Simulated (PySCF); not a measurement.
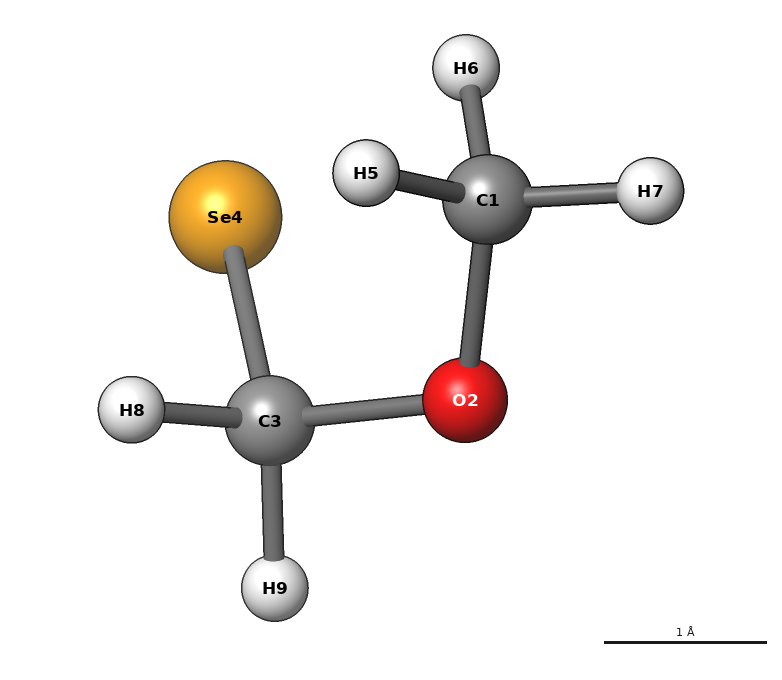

The atoms are numbered. Charge −1, singlet. Computed geometry: PBE0-D3(BJ)/def2-SVP optimisation. No frequency run is at hand to confirm it as a minimum.

List the bonds and their lengths.

```tsv
bond	length (Å)	order
C1–O2	1.384	single
C1–H5	1.117	single
C1–H6	1.109	single
C1–H7	1.104	single
O2–C3	1.426	single
C3–Se4	1.956	single
C3–H8	1.114	single
C3–H9	1.102	single
```
